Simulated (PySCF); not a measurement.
**Magnesium: the same states on changed settings**

Aim: see what changed settings do to total energies and their difference. The change: initial guess minao, at most 50 SCF cycles. A sound run of the same states serves as the yardstick.

Method: unrestricted determinants in a Gaussian basis, no spin-orbit coupling in the energies. Code: PySCF 2.14.0.

## 1. The system

- Element: magnesium (Z = 12)
- Basis: pcseg-2
- Hamiltonian: the non-relativistic Hamiltonian (point nucleus)
- State 1: Mg: [Ne] 3s2, closed-shell 1S
- State 2: Mg⁺: [Ne] 3s1, 2S determinant
- Methods: UHF, LDA, M06-2X, MP2, CCSD(T)
- Core shells frozen in the correlated runs: valence: [Ne] (for Mg)

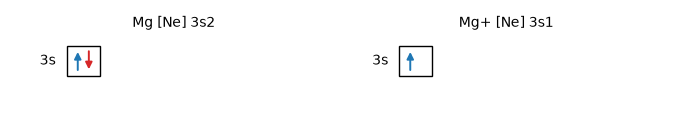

Occupation of the outer shells (arrows by Hund's rule).

The sound run (pcseg-2, the non-relativistic Hamiltonian (point nucleus), symmetry-adapted start, fine grid, valence correlation) gave:

```csv
species,method,energy (hartree)
Mg,UHF,-199.60382
Mg,LDA,-199.13477
Mg,M06-2X,-200.05929
Mg,MP2 (valence),-199.62441
Mg,CCSD(T) (valence),-199.63649
Mg⁺,UHF,-199.36124
Mg⁺,LDA,-198.85097
Mg⁺,M06-2X,-199.77350
```

The runs were made by one driver on top of PySCF. The scripts below sum up each run's settings (the driver also hands on starting orbitals that pick excited configurations, and frozen orbitals as a list rather than a count), and the logs come from the driver's own runs.

It was started by

```console
$ OMP_NUM_THREADS=1 python atomrun2.py TASK.json OUT
```

The integrals over 19 functions and the set-up took 0.01 s of CPU time.

## 2. Changed run, Mg: the ladder of methods

**UHF**

File input.py:

```python
from pyscf import gto, scf, dft, mp, cc
import basis_set_exchange as bse
mol = gto.M(atom="Mg 0 0 0", charge=0, spin=0, symmetry="D2h",
            basis=gto.basis.parse(bse.get_basis("pcseg-2", elements=["Mg"], fmt="nwchem", header=False)))
mf = scf.UHF(mol)
mf.irrep_nelec = {'Ag': (3, 3), 'B1u': (1, 1), 'B2u': (1, 1), 'B3u': (1, 1)}
mf.init_guess = "minao"
mf.max_cycle = 50
mf.kernel()
```

The program printed:

```text
damping factor = 0
level_shift factor = 0
DIIS = <class 'pyscf.scf.diis.CDIIS'>
diis_start_cycle = 1
diis_space = 10
diis_damp = 0
SCF conv_tol = 1e-09
SCF conv_tol_grad = None
number electrons alpha = 6  beta = 6
irrep_nelec {'Ag': (3, 3), 'B1g': (0, 0), 'B2g': (0, 0), 'B3g': (0, 0), 'B1u': (1, 1), 'B2u': (1, 1), 'B3u': (1, 1)}
alpha HOMO (Ag) = -0.247972975484805  LUMO (B2u) = 0.0634399992478142
  HOMO = -0.247972975485  LUMO = 0.0634399992478  gap/eV = 8.47398
cycle= 1 E= -199.603726389457  delta_E= -0.00726  |g|= 0.00862  |ddm|= 0.183
alpha HOMO (Ag) = -0.251850582541752  LUMO (B3u) = 0.0594398241468222
  HOMO = -0.251850582542  LUMO = 0.0594398241468  gap/eV = 8.47064
cycle= 2 E= -199.603816126886  delta_E= -8.97e-05  |g|= 0.00176  |ddm|= 0.0403
alpha HOMO (Ag) = -0.252897711273198  LUMO (B3u) = 0.0581494454748133
  HOMO = -0.252897711273  LUMO = 0.0581494454748  gap/eV = 8.46402
cycle= 3 E= -199.603823442982  delta_E= -7.32e-06  |g|= 0.000342  |ddm|= 0.0128
alpha HOMO (Ag) = -0.253129867798316  LUMO (B2u) = 0.0578583457674467
  HOMO = -0.253129867798  LUMO = 0.0578583457674  gap/eV = 8.46242
cycle= 4 E= -199.603823690478  delta_E= -2.47e-07  |g|= 1.21e-05  |ddm|= 0.00276
alpha HOMO (Ag) = -0.253125164214342  LUMO (B3u) = 0.0578625173429009
  HOMO = -0.253125164214  LUMO = 0.0578625173429  gap/eV = 8.46241
cycle= 5 E= -199.603823690526  delta_E= -4.79e-11  |g|= 1.42e-06  |ddm|= 2.53e-05
converged SCF energy = -199.603823690526  <S^2> = -6.2172489e-15  2S+1 = 1
```

It took 0.05 s on 1 thread of Neoverse-V2, shared host, the integrals not counted.

The occupied shells:

```csv
shell,electrons,mean orbital energy (eV),spread (eV),rms radius (bohr)
1s,2,-1332.8,0,0.152
2s,2,-102.29,0,0.759
2p,6,-61.909,0,0.775
3s,2,-6.888,0,3.54
```

⟨S²⟩ = 0.000, ⟨L²⟩ = 0.00.

**LDA**

input.py differs from the last one in:

```diff
@@ -4,3 +4,3 @@
             basis=gto.basis.parse(bse.get_basis("pcseg-2", elements=["Mg"], fmt="nwchem", header=False)))
-mf = scf.UHF(mol)
+mf = dft.UKS(mol, xc="LDA,VWN")
 mf.irrep_nelec = {'Ag': (3, 3), 'B1u': (1, 1), 'B2u': (1, 1), 'B3u': (1, 1)}
```

The program printed:

```text
damping factor = 0
level_shift factor = 0
DIIS = <class 'pyscf.scf.diis.CDIIS'>
diis_start_cycle = 1
diis_space = 10
diis_damp = 0
SCF conv_tol = 1e-09
SCF conv_tol_grad = None
number electrons alpha = 6  beta = 6
irrep_nelec {'Ag': (3, 3), 'B1g': (0, 0), 'B2g': (0, 0), 'B3g': (0, 0), 'B1u': (1, 1), 'B2u': (1, 1), 'B3u': (1, 1)}
XC functionals = LDA,VWN
    P. A. M. Dirac.,  Math. Proc. Cambridge Philos. Soc. 26, 376 (1930)
    F. Bloch.,  Z. Phys. 57, 545 (1929)
    S. H. Vosko, L. Wilk, and M. Nusair.,  Can. J. Phys. 58, 1200 (1980)
alpha HOMO (Ag) = -0.173771617125524  LUMO (B2u) = -0.0457242342418286
  HOMO = -0.173771617126  LUMO = -0.0457242342418  gap/eV = 3.48435
cycle= 1 E= -199.134050158545  delta_E= -0.0148  |g|= 0.0549  |ddm|= 0.166
alpha HOMO (Ag) = -0.178104568269569  LUMO (B3u) = -0.0482399255597157
  HOMO = -0.17810456827  LUMO = -0.0482399255597  gap/eV = 3.53380
cycle= 2 E= -199.134646553182  delta_E= -0.000596  |g|= 0.0206  |ddm|= 0.0735
alpha HOMO (Ag) = -0.175074650779748  LUMO (B3u) = -0.0461747369118927
  HOMO = -0.17507465078  LUMO = -0.0461747369119  gap/eV = 3.50755
cycle= 3 E= -199.134766175751  delta_E= -0.00012  |g|= 0.000515  |ddm|= 0.031
alpha HOMO (Ag) = -0.175530425703052  LUMO (B1u) = -0.0465393751123739
  HOMO = -0.175530425703  LUMO = -0.0465393751124  gap/eV = 3.51003
cycle= 4 E= -199.134766410928  delta_E= -2.35e-07  |g|= 1.12e-05  |ddm|= 0.00253
alpha HOMO (Ag) = -0.175522376316917  LUMO (B2u) = -0.0465333147277159
  HOMO = -0.175522376317  LUMO = -0.0465333147277  gap/eV = 3.50997
cycle= 5 E= -199.134766411041  delta_E= -1.13e-10  |g|= 7.48e-08  |ddm|= 5.5e-05
converged SCF energy = -199.134766411041  <S^2> = -5.3290705e-15  2S+1 = 1
```

Time after the integrals: 0.07 s (1 thread of Neoverse-V2, shared host).

**M06-2X**

input.py differs from the last one in:

```diff
@@ -4,3 +4,3 @@
             basis=gto.basis.parse(bse.get_basis("pcseg-2", elements=["Mg"], fmt="nwchem", header=False)))
-mf = dft.UKS(mol, xc="LDA,VWN")
+mf = dft.UKS(mol, xc="M062X")
 mf.irrep_nelec = {'Ag': (3, 3), 'B1u': (1, 1), 'B2u': (1, 1), 'B3u': (1, 1)}
```

The program printed:

```text
damping factor = 0
level_shift factor = 0
DIIS = <class 'pyscf.scf.diis.CDIIS'>
diis_start_cycle = 1
diis_space = 10
diis_damp = 0
SCF conv_tol = 1e-09
SCF conv_tol_grad = None
number electrons alpha = 6  beta = 6
irrep_nelec {'Ag': (3, 3), 'B1g': (0, 0), 'B2g': (0, 0), 'B3g': (0, 0), 'B1u': (1, 1), 'B2u': (1, 1), 'B3u': (1, 1)}
XC functionals = M062X
    Y. Zhao and D. G. Truhlar.,  Theor. Chem. Acc. 120, 215 (2008)
    Y. Zhao and D. G. Truhlar.,  Theor. Chem. Acc. 120, 215 (2008)
alpha HOMO (Ag) = -0.228544541611839  LUMO (B2u) = 0.00196437631312518
  HOMO = -0.228544541612  LUMO = 0.00196437631313  gap/eV = 6.27247
cycle= 1 E= -200.059218315141  delta_E= -0.00919  |g|= 0.0171  |ddm|= 0.0865
alpha HOMO (Ag) = -0.228544941810227  LUMO (B3u) = 0.00264874050801911
  HOMO = -0.22854494181  LUMO = 0.00264874050802  gap/eV = 6.29110
cycle= 2 E= -200.059287386979  delta_E= -6.91e-05  |g|= 0.00361  |ddm|= 0.0148
alpha HOMO (Ag) = -0.228089190021413  LUMO (B1u) = 0.0029291441078359
  HOMO = -0.228089190021  LUMO = 0.00292914410784  gap/eV = 6.28633
cycle= 3 E= -200.059290130502  delta_E= -2.74e-06  |g|= 5.75e-05  |ddm|= 0.00276
alpha HOMO (Ag) = -0.228116337338022  LUMO (B2u) = 0.00289877739009542
  HOMO = -0.228116337338  LUMO = 0.0028987773901  gap/eV = 6.28624
cycle= 4 E= -200.059290131242  delta_E= -7.4e-10  |g|= 1.27e-06  |ddm|= 0.000109
converged SCF energy = -200.059290131242  <S^2> = -5.3290705e-15  2S+1 = 1
```

It took 0.17 s on 1 thread of Neoverse-V2, shared host, the integrals not counted.

**MP2 (valence)**

input.py differs from the last one in:

```diff
@@ -4,3 +4,3 @@
             basis=gto.basis.parse(bse.get_basis("pcseg-2", elements=["Mg"], fmt="nwchem", header=False)))
-mf = dft.UKS(mol, xc="M062X")
+mf = scf.UHF(mol)
 mf.irrep_nelec = {'Ag': (3, 3), 'B1u': (1, 1), 'B2u': (1, 1), 'B3u': (1, 1)}
@@ -9 +9,2 @@
 mf.kernel()
+mp.UMP2(mf, frozen=5).kernel()
```

This step left no log, only its results.

Time after the integrals: 0.01 s (1 thread of Neoverse-V2, shared host).

With 2 electrons correlated, the MP2 correlation energy is -0.02058 hartree (0.00000 same spin, -0.02058 opposite spin); the SCS form gives -0.02470. Largest pairs of shells: 3s-3s -0.0206.

**CCSD(T) (valence)**

input.py differs from the last one in:

```diff
@@ -9,2 +9,3 @@
 mf.kernel()
-mp.UMP2(mf, frozen=5).kernel()
+mycc = cc.CCSD(mf, frozen=5).run()
+mycc.ccsd_t()
```

The program printed:

```text
CC2 = 0
CCSD nocc = 1, nmo = 14
frozen orbitals [0, 1, 2, 3, 4]
max_cycle = 100
direct = 0
conv_tol = 1e-08
conv_tol_normt = 1e-06
diis_space = 8
diis_start_cycle = 0
Init t2, MP2 energy = -199.624406757373  E_corr(MP2) -0.0205830668471566
Init E_corr(CCSD) = -0.0205830668491542
cycle = 1  E_corr(CCSD) = -0.0272306101669884  dE = -0.00664754332  norm(t1,t2) = 0.0626468
cycle = 2  E_corr(CCSD) = -0.0300747602639883  dE = -0.0028441501  norm(t1,t2) = 0.0295582
cycle = 3  E_corr(CCSD) = -0.0326518224648838  dE = -0.0025770622  norm(t1,t2) = 0.0143626
cycle = 4  E_corr(CCSD) = -0.0326533081333866  dE = -1.4856685e-06  norm(t1,t2) = 0.0005478
cycle = 5  E_corr(CCSD) = -0.0326711366462248  dE = -1.78285128e-05  norm(t1,t2) = 0.000101815
cycle = 6  E_corr(CCSD) = -0.0326625943195928  dE = 8.54232663e-06  norm(t1,t2) = 4.18144e-05
cycle = 7  E_corr(CCSD) = -0.0326644131923544  dE = -1.81887276e-06  norm(t1,t2) = 8.66522e-06
cycle = 8  E_corr(CCSD) = -0.0326641222328667  dE = 2.90959488e-07  norm(t1,t2) = 1.28846e-06
cycle = 9  E_corr(CCSD) = -0.0326641907761052  dE = -6.85432385e-08  norm(t1,t2) = 4.61166e-07
cycle = 10  E_corr(CCSD) = -0.0326641995927379  dE = -8.81663269e-09  norm(t1,t2) = 6.2752e-08
CCSD converged
E(CCSD) = -199.6364878901187  E_corr = -0.03266419959273793
```

Time after the integrals: 0.04 s (1 thread of Neoverse-V2, shared host).

CCSD correlation -0.03266 hartree, triples 0.00000; total -199.636488. T1 = 0.013, largest double amplitude 0.137. With two correlated electrons the triples vanish and CCSD is exact in this space.

## 3. Changed run, Mg⁺: the ladder of methods

**UHF**

File input.py:

```python
from pyscf import gto, scf, dft, mp, cc
import basis_set_exchange as bse
mol = gto.M(atom="Mg 0 0 0", charge=1, spin=1, symmetry="D2h",
            basis=gto.basis.parse(bse.get_basis("pcseg-2", elements=["Mg"], fmt="nwchem", header=False)))
mf = scf.UHF(mol)
mf.irrep_nelec = {'Ag': (3, 2), 'B1u': (1, 1), 'B2u': (1, 1), 'B3u': (1, 1)}
mf.init_guess = "minao"
mf.max_cycle = 50
mf.kernel()
```

The program printed:

```text
damping factor = 0
level_shift factor = 0
DIIS = <class 'pyscf.scf.diis.CDIIS'>
diis_start_cycle = 1
diis_space = 10
diis_damp = 0
SCF conv_tol = 1e-09
SCF conv_tol_grad = None
number electrons alpha = 6  beta = 5
irrep_nelec {'Ag': (3, 2), 'B1g': (0, 0), 'B2g': (0, 0), 'B3g': (0, 0), 'B1u': (1, 1), 'B2u': (1, 1), 'B3u': (1, 1)}
alpha HOMO (Ag) = -0.247972975484805  LUMO (B2u) = 0.0634399992478142

WARN: HOMO -0.247972975484805 >= LUMO -0.247972975484805

cycle= 1 E= -199.351909593957  delta_E= 0.245  |g|= 0.0631  |ddm|= 0.81
alpha HOMO (Ag) = -0.538292228255294  LUMO (B3u) = -0.181771867117921
  HOMO = -0.538292228255  LUMO = -0.251873345278  gap/eV = 7.79385
cycle= 2 E= -199.360039580118  delta_E= -0.00813  |g|= 0.0212  |ddm|= 0.362
alpha HOMO (Ag) = -0.541378133885534  LUMO (B3u) = -0.170966487954451
  HOMO = -0.541378133886  LUMO = -0.237603460113  gap/eV = 8.26613
cycle= 3 E= -199.361179183715  delta_E= -0.00114  |g|= 0.00496  |ddm|= 0.18
alpha HOMO (Ag) = -0.541464782359185  LUMO (B2u) = -0.168496275731943
  HOMO = -0.541464782359  LUMO = -0.23497867449  gap/eV = 8.33991
cycle= 4 E= -199.361241837852  delta_E= -6.27e-05  |g|= 0.0005  |ddm|= 0.0521
alpha HOMO (Ag) = -0.54126000872051  LUMO (B2u) = -0.168374837841847
  HOMO = -0.541260008721  LUMO = -0.234931175853  gap/eV = 8.33563
cycle= 5 E= -199.361242114148  delta_E= -2.76e-07  |g|= 6.21e-06  |ddm|= 0.00345
alpha HOMO (Ag) = -0.541289578089716  LUMO (B3u) = -0.168369215274991
  HOMO = -0.54128957809  LUMO = -0.234917075577  gap/eV = 8.33682
cycle= 6 E= -199.361242114164  delta_E= -1.66e-11  |g|= 2.89e-07  |ddm|= 1.52e-05
converged SCF energy = -199.361242114164  <S^2> = 0.75006174  2S+1 = 2.0000617
```

Time after the integrals: 0.05 s (1 thread of Neoverse-V2, shared host).

Orbital energies by shell (radii are means over both spins):

```
shell  electrons  mean orbital energy (eV)  spread (eV)  rms radius (bohr)
 1s α          1                   -1341.8            0              0.152
 1s β          1                   -1341.6            0              0.152
 2s α          1                   -111.20            0              0.759
 2s β          1                   -110.72            0              0.759
 2p α          3                   -70.742            0              0.774
 2p β          3                   -70.571            0              0.774
 3s α          1                   -14.729            0               3.05
```

⟨S²⟩ = 0.750, ⟨L²⟩ = 0.00.

**LDA**

input.py differs from the last one in:

```diff
@@ -4,3 +4,3 @@
             basis=gto.basis.parse(bse.get_basis("pcseg-2", elements=["Mg"], fmt="nwchem", header=False)))
-mf = scf.UHF(mol)
+mf = dft.UKS(mol, xc="LDA,VWN")
 mf.irrep_nelec = {'Ag': (3, 2), 'B1u': (1, 1), 'B2u': (1, 1), 'B3u': (1, 1)}
```

The program printed:

```text
damping factor = 0
level_shift factor = 0
DIIS = <class 'pyscf.scf.diis.CDIIS'>
diis_start_cycle = 1
diis_space = 10
diis_damp = 0
SCF conv_tol = 1e-09
SCF conv_tol_grad = None
number electrons alpha = 6  beta = 5
irrep_nelec {'Ag': (3, 2), 'B1g': (0, 0), 'B2g': (0, 0), 'B3g': (0, 0), 'B1u': (1, 1), 'B2u': (1, 1), 'B3u': (1, 1)}
XC functionals = LDA,VWN
    P. A. M. Dirac.,  Math. Proc. Cambridge Philos. Soc. 26, 376 (1930)
    F. Bloch.,  Z. Phys. 57, 545 (1929)
    S. H. Vosko, L. Wilk, and M. Nusair.,  Can. J. Phys. 58, 1200 (1980)
alpha HOMO (Ag) = -0.173771617125524  LUMO (B2u) = -0.0457242342418286

WARN: HOMO -0.173771617125524 >= LUMO -0.173771617125524

cycle= 1 E= -198.838053384007  delta_E= 0.281  |g|= 0.112  |ddm|= 0.819
alpha HOMO (Ag) = -0.459647817277042  LUMO (B3u) = -0.294974211153098
  HOMO = -0.459647817277  LUMO = -0.412104181455  gap/eV = 1.29373
cycle= 2 E= -198.85044727154  delta_E= -0.0124  |g|= 0.0451  |ddm|= 0.682
alpha HOMO (Ag) = -0.444480568236368  LUMO (B2u) = -0.281027473381354
  HOMO = -0.444480568236  LUMO = -0.393234114384  gap/eV = 1.39449
cycle= 3 E= -198.850965666722  delta_E= -0.000518  |g|= 0.00183  |ddm|= 0.0357
alpha HOMO (Ag) = -0.440557468062785  LUMO (B2u) = -0.277137933131618
  HOMO = -0.440557468063  LUMO = -0.388485425106  gap/eV = 1.41695
cycle= 4 E= -198.850966696303  delta_E= -1.03e-06  |g|= 0.000105  |ddm|= 0.00158
alpha HOMO (Ag) = -0.440556206820528  LUMO (B2u) = -0.277126866698506
  HOMO = -0.440556206821  LUMO = -0.388472806304  gap/eV = 1.41726
cycle= 5 E= -198.850966699602  delta_E= -3.3e-09  |g|= 8.84e-07  |ddm|= 0.000203
alpha HOMO (Ag) = -0.440557288789312  LUMO (B2u) = -0.277127799382569
  HOMO = -0.440557288789  LUMO = -0.388473768505  gap/eV = 1.41726
cycle= 6 E= -198.850966699603  delta_E= -4.83e-13  |g|= 2.43e-08  |ddm|= 2.3e-06
converged SCF energy = -198.850966699603  <S^2> = 0.75004789  2S+1 = 2.0000479
```

It took 0.08 s on 1 thread of Neoverse-V2, shared host, the integrals not counted.

**M06-2X**

input.py differs from the last one in:

```diff
@@ -4,3 +4,3 @@
             basis=gto.basis.parse(bse.get_basis("pcseg-2", elements=["Mg"], fmt="nwchem", header=False)))
-mf = dft.UKS(mol, xc="LDA,VWN")
+mf = dft.UKS(mol, xc="M062X")
 mf.irrep_nelec = {'Ag': (3, 2), 'B1u': (1, 1), 'B2u': (1, 1), 'B3u': (1, 1)}
```

The program printed:

```text
damping factor = 0
level_shift factor = 0
DIIS = <class 'pyscf.scf.diis.CDIIS'>
diis_start_cycle = 1
diis_space = 10
diis_damp = 0
SCF conv_tol = 1e-09
SCF conv_tol_grad = None
number electrons alpha = 6  beta = 5
irrep_nelec {'Ag': (3, 2), 'B1g': (0, 0), 'B2g': (0, 0), 'B3g': (0, 0), 'B1u': (1, 1), 'B2u': (1, 1), 'B3u': (1, 1)}
XC functionals = M062X
    Y. Zhao and D. G. Truhlar.,  Theor. Chem. Acc. 120, 215 (2008)
    Y. Zhao and D. G. Truhlar.,  Theor. Chem. Acc. 120, 215 (2008)
alpha HOMO (Ag) = -0.228544541611839  LUMO (B2u) = 0.00196437631312518

WARN: HOMO -0.228544541611839 >= LUMO -0.228544541611839

cycle= 1 E= -199.763242610977  delta_E= 0.287  |g|= 0.0742  |ddm|= 0.806
alpha HOMO (Ag) = -0.512160717860321  LUMO (B3u) = -0.236244746711367
  HOMO = -0.51216071786  LUMO = -0.237189304654  gap/eV = 7.48235
cycle= 2 E= -199.772943723881  delta_E= -0.0097  |g|= 0.02  |ddm|= 0.467
alpha HOMO (Ag) = -0.506862944299613  LUMO (B3u) = -0.224001481228862
  HOMO = -0.5068629443  LUMO = -0.224001481229  gap/eV = 7.69705
cycle= 3 E= -199.773461087403  delta_E= -0.000517  |g|= 0.00378  |ddm|= 0.121
alpha HOMO (Ag) = -0.505367369638264  LUMO (B1u) = -0.220915463729715
  HOMO = -0.505367369638  LUMO = -0.22091546373  gap/eV = 7.74033
cycle= 4 E= -199.773495444191  delta_E= -3.44e-05  |g|= 0.000246  |ddm|= 0.0431
alpha HOMO (Ag) = -0.505234780726297  LUMO (B1u) = -0.22105724432612
  HOMO = -0.505234780726  LUMO = -0.221057244326  gap/eV = 7.73286
cycle= 5 E= -199.773495458773  delta_E= -1.46e-08  |g|= 1.86e-05  |ddm|= 0.000185
alpha HOMO (Ag) = -0.505243882269497  LUMO (B1u) = -0.221040537087613
  HOMO = -0.505243882269  LUMO = -0.221040537088  gap/eV = 7.73357
cycle= 6 E= -199.773495459116  delta_E= -3.43e-10  |g|= 1.16e-06  |ddm|= 0.000119
converged SCF energy = -199.773495459116  <S^2> = 0.75001904  2S+1 = 2.000019
```

Time after the integrals: 0.23 s (1 thread of Neoverse-V2, shared host).

## 4. Against the sound run

| species | method | converged | energy less sound run (eV) |
| --- | --- | --- | --- |
| Mg | UHF | yes | +0.0000 |
| Mg | LDA | yes | +0.0000 |
| Mg | M06-2X | yes | +0.0000 |
| Mg | MP2 (valence) | yes | +0.0000 |
| Mg | CCSD(T) (valence) | yes | +0.0000 |
| Mg⁺ | UHF | yes | -0.0000 |
| Mg⁺ | LDA | yes | -0.0000 |
| Mg⁺ | M06-2X | yes | +0.0000 |

Ionisation energy of Mg:

| method | sound run (eV) | changed run (eV) | shift (eV) |
| --- | --- | --- | --- |
| UHF | 6.601 | 6.601 | -0.000 |
| LDA | 7.723 | 7.723 | -0.000 |
| M06-2X | 7.777 | 7.777 | -0.000 |
| MP2 | 7.161 | 7.161 | -0.000 |
| SCS-MP2 | 7.273 | 7.273 | -0.000 |
| CCSD | 7.490 | 7.490 | -0.000 |
| CCSD(T) | 7.490 | 7.490 | -0.000 |
| CCSDT | 7.490 | 7.490 | -0.000 |
| FCI | 7.490 | 7.490 | -0.000 |

## 5. Results

```
                                 quantity                                       value
                                   change  initial guess minao, at most 50 SCF cycles
                           runs converged                                      8 of 8
largest shift of a converged total energy                                    0.000 eV
   largest shift of the ionisation energy                         -0.000 eV (SCS-MP2)
```

In words: The difference hardly moves. Here the plain start reaches the same solutions.
